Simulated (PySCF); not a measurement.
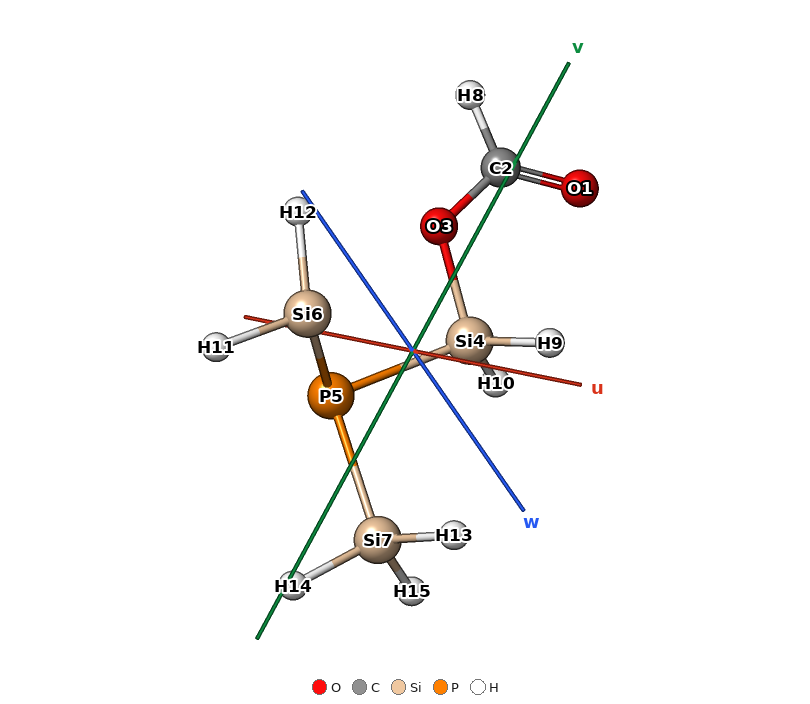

The lines u, v and w are the principal axes of the g tensor. The species is neutral and a spin doublet. The geometry was computed by an optimisation with GFN2-xTB. No frequency run is at hand to confirm it as a minimum. Level of theory: UKS B3LYP, pcH-1 on C H O P Si, non-relativistic, mean-field spin-orbit, GIAO (PySCF 2.14.0).

> Along which axis does g lie farthest from the free-electron value?

Along v (close to the long direction O1···Si7): the shift is 5511 ppm.

Give the principal values and shifts.

```
axis        g  shift (ppm)
   u  2.00194         −379
   v  2.00783         5511
   w  2.00433         2008
```

The geometry is semi-empirical. Around P, Si such bond lengths and angles can be off by a tenth of an ångström or more and by several degrees, and values that hang on the shape move with them.
